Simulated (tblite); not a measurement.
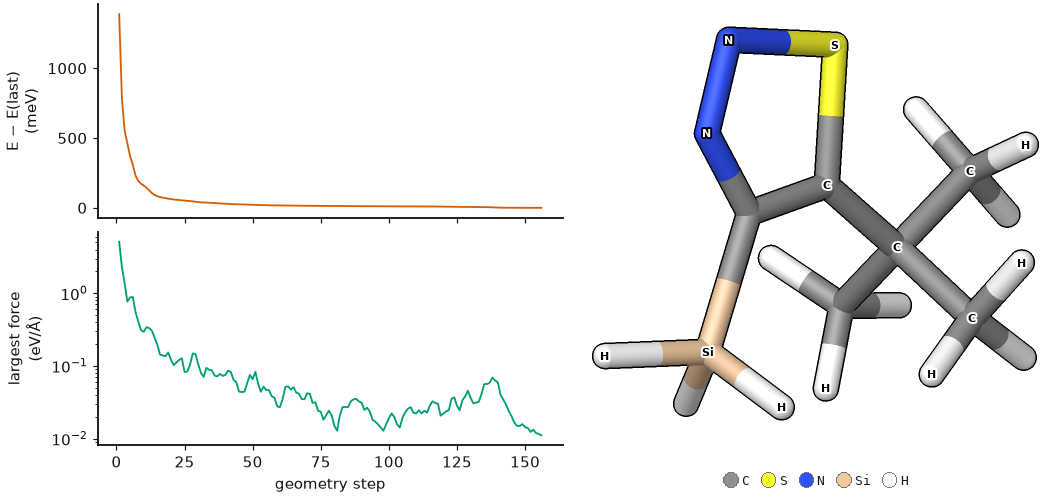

Beside the plot: the molecule at the start.

History of a geometry optimisation.

C6H12N2SSi (SMILES CC(C)(C)c1snnc1[SiH3]); GFN2-xTB geometry optimisation, gas phase in tblite.

Q: How did the optimisation end?

A: The optimisation met its thresholds at geometry 156, counting the start as the first. The energy fell by about 1400 meV from the first step to the last. The largest force goes from about 5.1 eV/Å at the start to 0.011 eV/Å at the end.
